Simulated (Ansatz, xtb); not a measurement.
Breaking the C4–H5 bond in CH4OPb (SMILES C[O][PbH]) (multiplicity 1 held, fragments rigid). Energies count from the point at 1.096 Å.
Geometry at that point (charge 0, multiplicity 1):
```tsv
atom	x (Å)	y (Å)	z (Å)
Pb	-0.1809	-0.2465	0.3404
H	-1.2280	-0.7418	-1.1382
O	1.0053	1.0693	-0.7791
C	0.8971	1.3487	-2.1557
H	0.7105	2.4184	-2.3063
H	1.8370	1.1000	-2.6624
H	0.0880	0.7879	-2.6394
```

Restricted levels (R-, RO-) in cc, def2 and unpolarised 6-31G sets keep to the state of the molecule at rest. U- levels take the lowest unrestricted solution at each point, which mixes spins at long bonds. Active spaces are followed from a long bond inwards. Levels need not reach the same state.

Frozen-core correlation. Filled d and f shells under p-block atoms count as core.

Codes used: Ansatz (a quantum-chemistry and plane-wave program) with Gaussian orbitals; xtb for the GFN methods. Each number belongs to the level named beside it. In def2 rows elements past Kr take small-core potentials, without spin–orbit coupling. The GFN methods have no spin term and hold the electronic entropy of 300 K.

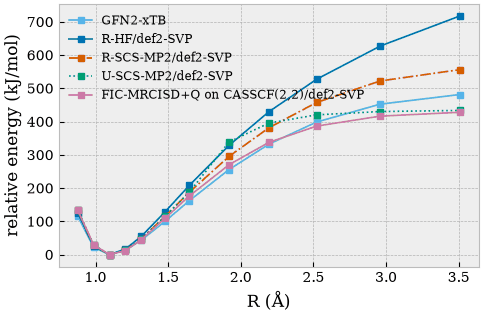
Figure: Relative energy along the coordinate

Doubts at one or more of the structures used: a restricted determinant that unrestricted orbitals would lower (R-HF/def2-SVP, R-SCS-MP2/def2-SVP); a spin-contaminated determinant (U-SCS-MP2/def2-SVP).
